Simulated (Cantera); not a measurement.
A closed system holds: 1 mol Si, 0.76 mol Cl₂, 3 mol H₂, equilibrated at 11.0 bar.

These are equilibrium values from Cantera (NASA tables, ideal gas, pure condensed phases), not measurements of a reactor. Candidate condensed phases: Si; 19 gas species. The tables' values for SiCl₃ are old estimates; treat these amounts as uncertain. The numbers say what is thermodynamically allowed, not how fast it happens.

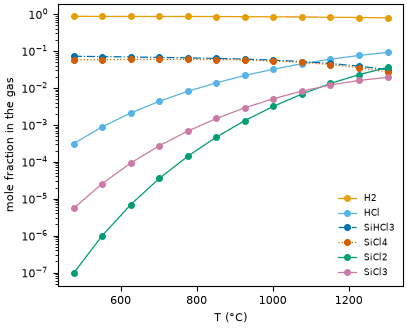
Figure: Equilibrium gas composition (values under 1e-9 drawn at 1e-9)

Task: Read off the mole fractions at 552 °C.

Result: H₂ about 0.86, SiHCl₃ about 0.070, SiCl₄ about 0.058, HCl about 0.00088, SiCl₃ about 2.6e-5, SiCl₂ about 1.0e-6.
